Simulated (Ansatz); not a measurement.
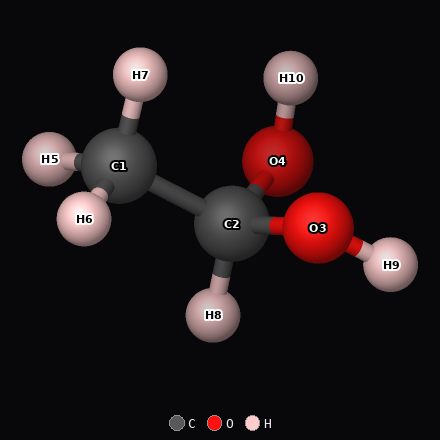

The system is C₂H₆O₂, SMILES CC(O)O; the picture shows the reference structure. The first coordinate is: dihedral C1–C2–O3–H9; the second: dihedral C1–C2–O4–H10. Nothing is relaxed (all other coordinates rigid). Grid: 9 × 9 points. Points are written as (first, second). Energies are in eV, from the lowest grid point. These are results of RKS r2SCAN0-D4/def2-TZVP (Ansatz 0.2.0), not measurements.

Its coordinates:

```xyz
10

C    -0.4762    0.9777   -0.1519
C    -0.1033   -0.4766   -0.0610
O     0.1539   -0.7536    1.2863
O     0.9955   -0.8034   -0.8619
H    -0.6739    1.2471   -1.1849
H    -1.3578    1.1824    0.4484
H     0.3421    1.5886    0.2274
H    -0.9087   -1.1112   -0.4373
H     0.3934   -1.6782    1.3516
H     1.7181   -0.2239   -0.6140
```

Range: dihedral C1–C2–O3–H9 from −180 to 140°; dihedral C1–C2–O4–H10 from −180 to 140°.

> What will the energy surface look like?

The lowest grid point is at (−180°, 60°). Other grid points that lie below all their neighbours: (−60°, −180°) (0.130 eV higher); (−180°, −140°) (0.182 eV higher); (−20°, 60°) (0.193 eV higher). The highest grid point, (60°, −60°), lies 0.458 eV above the lowest.

```
dihedral C1–C2–O4–H10 ↓, dihedral C1–C2–O3–H9 →   −180   −140   −100    −60    −20     20     60    100    140
                                            140  0.258  0.443  0.380  0.204  0.201  0.269  0.275  0.251  0.204
                                            100  0.121  0.342  0.452  0.288  0.212  0.237  0.257  0.240  0.139
                                             60  0.000  0.119  0.269  0.229  0.193  0.206  0.212  0.202  0.088
                                             20  0.069  0.122  0.208  0.221  0.262  0.308  0.294  0.264  0.160
                                            −20  0.180  0.222  0.260  0.267  0.349  0.433  0.421  0.370  0.259
                                            −60  0.190  0.242  0.289  0.280  0.345  0.437  0.458  0.417  0.285
                                           −100  0.186  0.224  0.284  0.280  0.321  0.393  0.431  0.422  0.296
                                           −140  0.182  0.201  0.214  0.204  0.253  0.314  0.332  0.337  0.258
                                           −180  0.214  0.268  0.200  0.130  0.184  0.255  0.254  0.247  0.211
```

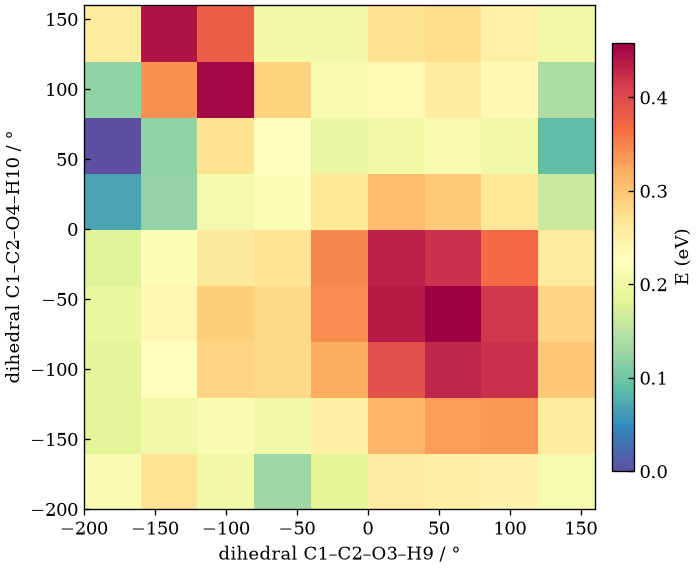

The picture shows one coloured cell a grid point.

Each point was launched as `ansatz run input.yaml --threads 1 --pin off --max-ram 2560MiB --backend cpu --events-out ev --progress --plain --runs-dir out`. The whole map (81 points run) took 11 min on 1 thread of Arm Neoverse V2, with other jobs on the host.
